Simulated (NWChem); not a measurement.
# Run report: CH5FSi, single-point calculation (part 2 of 2)

The same run, continued: CH5FSi, multiplicity 3; B2PLYP/6-311+G**, UKS (NWChem 7.3.0). The geometry is that of the parent species in another charge or spin state. The geometry comes from this level: PBE0-D4/def2-TZVP.

Geometry of the input (Å):
```
C  -0.5214  0.7003  -0.4370
Si 0.4484  -0.6420  0.3952
F  1.9465  -0.6496  -0.1788
H  -0.5624  0.5425  -1.5171
H  -1.5467  0.7132  -0.0565
H  -0.0772  1.6803  -0.2484
H  0.5387  -0.4208  1.8607
H  -0.1337  -1.9812  0.1260
```

The program's output, continued
```
    Atom       Charge   Shell Charges
 -----------   ------   -------------------------------------------------------
    1 C    6     6.25   1.10  0.89  0.53  0.80  1.44  0.56  1.03 -0.02 -0.11  0.03
    2 Si  14    14.22   0.79  1.18  0.97  1.02  0.78  0.53  1.94  3.95  0.47  1.08  0.40  0.25  0.69  0.18
    3 F    9     9.19   1.08  0.92  1.21  1.12  2.55  0.86  1.83 -0.39  0.01  0.00
    4 H    1     0.75   0.23  0.41  0.09  0.02
    5 H    1     0.76   0.23  0.42  0.08  0.02
    6 H    1     0.75   0.23  0.41  0.09  0.02
    7 H    1     1.04   0.22  0.54  0.27  0.01
    8 H    1     1.04   0.22  0.54  0.27  0.01

     --------------------------------------------
      Spin Density - Mulliken Population Analysis
     --------------------------------------------

    Atom       Charge   Shell Charges
 -----------   ------   -------------------------------------------------------
    1 C    6     0.31   0.00 -0.00  0.09  0.01  0.24  0.00  0.15 -0.06 -0.13  0.01
    2 Si  14     1.67   0.00 -0.00  0.00 -0.00  0.01  0.04  0.01 -0.00  0.07  0.35  0.24  0.24  0.67  0.03
    3 F    9    -0.23   0.00 -0.00  0.01  0.02  0.02 -0.03  0.00 -0.25 -0.01  0.00
    4 H    1     0.03   0.01  0.01  0.00  0.00
    5 H    1     0.02   0.01  0.01 -0.00  0.00
    6 H    1     0.03   0.01  0.01  0.00  0.00
    7 H    1     0.08   0.02  0.04  0.02  0.00
    8 H    1     0.08   0.02  0.04  0.02  0.00
   Time prior to 1st pass:      0.4

 Grid_pts file          = ./geom.gridpts.0
 Record size in doubles =  12289        No. of grid_pts per rec  =   3070
 Max. records in memory =    157        Max. recs in file   = *********

           Memory utilization after 1st SCF pass:
           Heap Space remaining (MW):       36.60            36600734
          Stack Space remaining (MW):       72.09            72088436

   convergence    iter        energy       DeltaE   RMS-Dens  Diis-err    time
 ---------------- ----- ----------------- --------- --------- ---------  ------
 d= 0,ls=0.0,diis     1   -429.7678011942 -5.46D+02  2.90D-02  2.02D-01     3.9
                                                     4.27D-03  1.78D-01
 d= 0,ls=0.0,diis     2   -429.7133334490  5.45D-02  5.41D-03  4.13D-01     7.0
                                                     2.62D-03  3.84D-01
 d= 0,ls=0.0,diis     3   -429.8616824595 -1.48D-01  5.57D-03  9.17D-03    10.0
                                                     4.86D-04  9.89D-03
 d= 0,ls=0.0,diis     4   -429.8651151629 -3.43D-03  3.36D-03  1.28D-03    13.3
                                                     1.75D-04  7.50D-04
 d= 0,ls=0.0,diis     5   -429.8660620607 -9.47D-04  3.23D-03  1.52D-04    16.7
                                                     1.29D-04  1.48D-04
  Resetting Diis
 d= 0,ls=0.0,diis     6   -429.8664757292 -4.14D-04  2.85D-03  5.60D-05    21.3
                                                     1.06D-04  3.04D-05
 d= 0,ls=0.0,diis     7   -429.8667572209 -2.81D-04  1.80D-03  2.35D-05    25.7
                                                     4.58D-05  9.04D-06
 d= 0,ls=0.0,diis     8   -429.8669019386 -1.45D-04  1.89D-03  1.60D-05    29.3
                                                     4.36D-05  6.51D-06
 d= 0,ls=0.0,diis     9   -429.8670328324 -1.31D-04  4.85D-03  1.54D-05    32.9
                                                     9.55D-05  3.45D-06
 d= 0,ls=0.0,diis    10   -429.8673004376 -2.68D-04  1.13D-03  9.49D-06    36.4
                                                     1.80D-05  2.73D-06
 d= 0,ls=0.0,diis    11   -429.8673511392 -5.07D-05  5.42D-03  7.43D-06    39.9
                                                     7.67D-05  1.12D-06
 d= 0,ls=0.0,diis    12   -429.8675500527 -1.99D-04  8.89D-03  4.10D-06    43.6
                                                     1.28D-04  7.45D-07
 d= 0,ls=0.0,diis    13   -429.8677315308 -1.81D-04  7.42D-04  3.54D-06    47.4
                                                     1.85D-05  3.46D-06
 d= 0,ls=0.0,diis    14   -429.8677412685 -9.74D-06  3.21D-03  1.50D-06    51.1
                                                     5.10D-05  1.34D-06
 d= 0,ls=0.0,diis    15   -429.8677642764 -2.30D-05  9.55D-04  6.07D-07    54.4
                                                     2.45D-05  7.73D-07
 d= 0,ls=0.0,diis    16   -429.8677683815 -4.11D-06  1.03D-03  8.49D-08    57.9
                                                     1.66D-05  3.92D-08
 d= 0,ls=0.0,diis    17   -429.8677698264 -1.44D-06  5.32D-05  1.58D-08    61.6
                                                     4.48D-06  2.46D-08
 d= 0,ls=0.0,diis    18   -429.8677698980 -7.16D-08  9.43D-05  2.46D-09    65.1
                                                     1.67D-06  1.61D-09
 d= 0,ls=0.0,diis    19   -429.8677699159 -1.79D-08  8.99D-06  9.16D-10    68.5
                                                     8.81D-07  1.07D-09
 d= 0,ls=0.0,diis    20   -429.8677699187 -2.79D-09  1.08D-05  1.63D-10    71.9
                                                     4.72D-07  1.33D-10
 d= 0,ls=0.0,diis    21   -429.8677699202 -1.52D-09  1.55D-06  1.12D-10    75.2
                                                     4.57D-07  1.09D-10

         Total DFT energy =     -429.867769920222
      One electron energy =     -823.765217214020
           Coulomb energy =      316.174809219354
    Exchange-Corr. energy =      -38.236485743797
 Nuclear repulsion energy =      115.959123818242

 Numeric. integr. density =       33.999998865024

     Total iterative time =     74.7s

     ---------------------------------------------
      Total Density - Mulliken Population Analysis
     ---------------------------------------------

    Atom       Charge   Shell Charges
 -----------   ------   -------------------------------------------------------
    1 C    6     6.39   1.10  0.89  0.61  0.78  1.53  0.53  0.94 -0.08  0.05  0.04
    2 Si  14    14.30   0.79  1.18  0.96  1.03  0.81  0.43  1.97  3.91  0.61  1.21  0.78 -0.00  0.34  0.28
    3 F    9     8.99   1.08  0.92  1.16  1.09  2.38  0.91  1.82 -0.40  0.03  0.00
    4 H    1     0.79   0.26  0.46  0.04  0.03
    5 H    1     0.71   0.26  0.45 -0.03  0.03
    6 H    1     0.79   0.26  0.46  0.04  0.03
    7 H    1     1.02   0.23  0.56  0.21  0.02
    8 H    1     1.02   0.23  0.56  0.21  0.02

     --------------------------------------------
      Spin Density - Mulliken Population Analysis
     --------------------------------------------

    Atom       Charge   Shell Charges
 -----------   ------   -------------------------------------------------------
    1 C    6     0.38   0.00 -0.00  0.11  0.04  0.30 -0.03  0.12 -0.19  0.03  0.01
    2 Si  14     1.60  -0.00  0.00 -0.00  0.00 -0.02 -0.01  0.01 -0.00  0.09  0.40  0.69  0.03  0.33  0.08
    3 F    9    -0.18   0.00 -0.00  0.03  0.01  0.05 -0.02 -0.01 -0.24 -0.01 -0.00
    4 H    1     0.03   0.01  0.01  0.01  0.00
    5 H    1    -0.04   0.01 -0.00 -0.05  0.00
    6 H    1     0.03   0.01  0.01  0.01  0.00
    7 H    1     0.09   0.03  0.06  0.00  0.01
    8 H    1     0.09   0.03  0.06  0.00  0.01

     -------------------------------------------
      Total Density - Lowdin Population Analysis
     -------------------------------------------

    Atom       Charge   Shell Charges
 -----------   ------   -------------------------------------------------------
    1 C    6     6.16   1.05  0.93  0.60  0.53  1.39  0.33  0.98  0.09  0.19  0.07
    2 Si  14    13.60   0.90  1.08  0.94  1.00  0.47  0.27  2.16  3.53  0.78  1.03  0.60  0.08  0.32  0.41
    3 F    9     9.45   1.03  0.96  1.18  1.00  2.34  0.71  1.67  0.15  0.40  0.00
    4 H    1     0.92   0.26  0.42  0.15  0.08
    5 H    1     0.92   0.27  0.43  0.15  0.08
    6 H    1     0.92   0.26  0.42  0.15  0.08
    7 H    1     1.02   0.25  0.48  0.25  0.04
    8 H    1     1.02   0.25  0.48  0.25  0.04

     ------------------------------------------
      Spin Density - Lowdin Population Analysis
     ------------------------------------------

    Atom       Charge   Shell Charges
 -----------   ------   -------------------------------------------------------
    1 C    6     0.59   0.00  0.00  0.12  0.04  0.26  0.01  0.10  0.02  0.02  0.02
    2 Si  14     1.00  -0.00  0.00 -0.00 -0.00 -0.01 -0.00  0.01  0.00  0.09  0.24  0.28  0.01  0.24  0.13
    3 F    9     0.13   0.00  0.00  0.03  0.02  0.05  0.01  0.01  0.00  0.01  0.00
    4 H    1     0.02   0.01  0.00  0.00  0.01
    5 H    1     0.03   0.01  0.01 -0.00  0.01
    6 H    1     0.02   0.01  0.00  0.00  0.01
    7 H    1     0.10   0.03  0.05  0.01  0.01
    8 H    1     0.10   0.03  0.05  0.01  0.01

   alpha - beta orbital overlaps
   -----------------------------

   alpha      1      2      3      4      5      6      7      8      9     10
    beta      1      2      3      4      6      7      5      8      9     10
 overlap   1.000  1.000  1.000  1.000  0.990  0.990  1.000  1.000  0.993  0.952

   alpha     11     12     13     14     15     16     17     18     19     20
    beta     12     11     14     13     14     17     16     19     18     21
 overlap   0.952  0.997  0.671  0.997  0.700  0.918  0.998  0.784  0.954  0.986

   alpha     21     22     23     24     25     26     27     28     29     30
    beta     20     22     23     24     25     26     27     28     30     29
 overlap   0.998  0.892  0.821  0.998  0.800  0.994  0.941  0.918  0.876  0.993

   alpha     31     32     33     34     35     36     37     38     39     40
    beta     31     32     33     34     36     35     37     38     39     41
 overlap   0.899  0.982  0.999  0.975  0.942  0.999  0.937  0.966  0.998  0.816

   alpha     41     42     43     44     45     46     47     48     49     50
    beta     40     43     42     44     45     46     47     48     49     50
 overlap   0.817  0.971  0.999  0.969  0.996  0.999  0.998  0.999  0.997  0.995

   alpha     51     52     53     54     55     56     57     58     59     60
    beta     51     52     53     54     55     56     57     58     59     60
 overlap   0.984  1.000  0.982  0.995  0.999  0.999  0.999  0.997  0.997  0.999

   alpha     61     62     63     64     65     66     67     68     69     70
    beta     61     63     62     64     65     66     67     68     69     70
 overlap   1.000  0.995  0.996  0.999  0.998  0.997  0.998  0.997  0.986  0.987

   alpha     71     72     73     74     75     76     77     78     79     80
    beta     71     72     73     74     75     76     77     78     79     80
 overlap   0.999  0.999  0.999  0.997  0.997  1.000  0.999  1.000  1.000  0.999

   alpha     81     82     83     84     85     86     87     88     89     90
    beta     81     82     83     85     84     86     87     88     89     90
 overlap   0.989  0.999  0.989  0.957  0.956  1.000  1.000  1.000  1.000  1.000

   alpha     91     92     93     94     95     96     97     98     99    100
    beta     91     93     92     94     95     97     96     98     99    100
 overlap   1.000  1.000  1.000  1.000  1.000  1.000  1.000  1.000  1.000  0.997

   alpha    101    102    103    104
    beta    101    102    103    104
 overlap   0.997  1.000  1.000  1.000

     --------------------------
     Expectation value of S2:
     --------------------------
      <S2> =      2.0080 (Exact =     2.0000)

 center of mass
 --------------
 x =   1.22430142 y =  -0.63057640 z =   0.07620836

 moments of inertia (a.u.)
 ------------------
         139.803774066821          86.170849084221          -4.884688681699
          86.170849084221         250.336446186724          35.832034397569
          -4.884688681699          35.832034397569         296.901793120131

     Multipole analysis of the density
     ---------------------------------

     L   x y z        total         alpha         beta         nuclear
     -   - - -        -----         -----         ----         -------
     0   0 0 0     -0.000000    -18.000000    -16.000000     34.000000

     1   1 0 0     -0.717749    -18.067342    -18.340528     35.690121
     1   0 1 0      1.182743     10.822097      9.444232    -19.083587
     1   0 0 1     -0.788350     -2.435969     -1.123286      2.770905

     2   2 0 0    -27.840406    -93.460874    -82.822932    148.443400
     2   1 1 0      0.529616     35.608179     33.131556    -68.210119
     2   1 0 1      1.921650     -4.021855     -3.559116      9.502622
     2   0 2 0    -21.903280    -52.817966    -41.360915     72.275601
     2   0 1 1     -0.032634     13.796317      9.940877    -23.769828
     2   0 0 2    -22.403790    -32.777855    -23.424877     33.798943

                   NWChem MP2 Semi-direct Energy/Gradient Module
                   ---------------------------------------------

  Basis functions       =    104
  Molecular orbitals    =    104
  Frozen core           =      7
  Frozen virtuals       =      0
  Active alpha occupied =     11
  Active beta occupied  =      9
  Active alpha virtual  =     86
  Active beta virtual   =     88
  Use MO symmetry       = F
  Use skeleton AO sym   = F

  AO/Fock/Back tols     =   1.0D-09  1.0D-09  1.0D-09

 GA uses MA = F    GA memory limited = T

 Available:
  local mem=  9.68D+07
 global mem=  1.44D+08
 local disk=  0.00D+00
   1 passes of  11:        3145728                      46187                  17197363.
   1 passes of  11: M     96791425           G      144157568           F      93645697.

 Semi-direct pass number   1 of   1  for UHF alpha       at       75.2s
 Done moints_semi at       78.3s
 Done maket at       78.5s
 Done multipass loop at       78.5s

 GA uses MA = F    GA memory limited = T

 Available:
  local mem=  9.68D+07
 global mem=  1.44D+08
 local disk=  0.00D+00
   1 passes of   9:        3145728                      42260                  14400816.
   1 passes of   9: M     96791425           G      144157568           F      93645697.

 Semi-direct pass number   1 of   1  for UHF beta        at       78.5s
 Done moints_semi at       81.4s
 Done maket at       81.5s
 Done multipass loop at       81.5s

          -------------------------------------------
          DFT energy                    -429.867769920222
          Unscaled MP2 energy             -0.573908072801
          Total DFT+MP2 energy          -430.022725099878
          -------------------------------------------

 -----------------------
 Task  times  cpu:       81.5s     wall:       81.5s
 Total times  cpu:       81.5s     wall:       81.5s
```

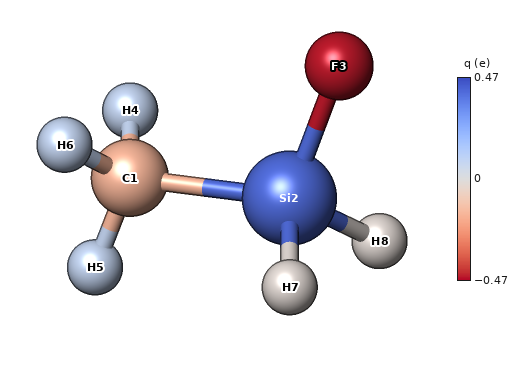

**Figure 1.** Löwdin charges, as the colour of each atom (ball-and-stick view, seen at a tilt; atoms are numbered from 1 in the order of the input). By element: C −0.16, Si +0.40, F −0.45 and H −0.02 to +0.08 e.

Key numbers

```json
{"quantity": "outcome", "value": "converged"}
{"quantity": "total energy", "value": "−430.022725 hartree"}
{"quantity": "SCF energy", "value": "−429.867770 hartree"}
{"quantity": "correlation energy", "value": "−0.154955 hartree"}
{"quantity": "basis functions", "value": "104"}
{"quantity": "⟨S²⟩", "value": "2.008"}
{"quantity": "dipole moment", "value": "4.05 D"}
{"quantity": "wall time", "value": "82 s"}
{"quantity": "peak memory", "value": "0.3 GiB"}
```
